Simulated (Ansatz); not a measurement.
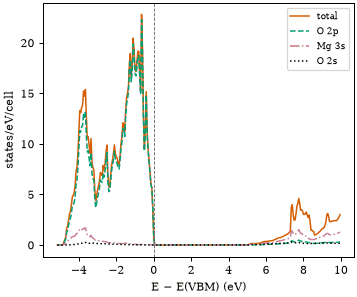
Figure. Total and projected density of states of MgO in space group R-3m (No. 166; Pearson symbol hR16), DFT-r²SCAN in the program Ansatz with PAW potentials

Which orbitals carry the states next to the gap?

Top 1 eV of the valence band: O 2p 98 %. Bottom 1 eV of the conduction band: Mg 3s 57 %, O 2s 30 %, O 2p 10 %. Projections are on Löwdin-orthogonalised atomic valence shells; empty p or d shells of many metals are not among them.

Where is the tallest occupied peak in this window, and what makes it?

Near -0.7 eV, about 23 states/eV per cell; the largest projected share is O 2p.

The workflow started from a Materials Project entry (that database holds measured and hypothetical structures alike); the Crystallography Open Database copy checked does not list it. It is not the phase usual at ambient conditions (space group No. 225). Symmetry was held in the r²SCAN relaxation; whether a distortion lowers the energy is not shown.

Potentials: the later of the program's two PAW sets.
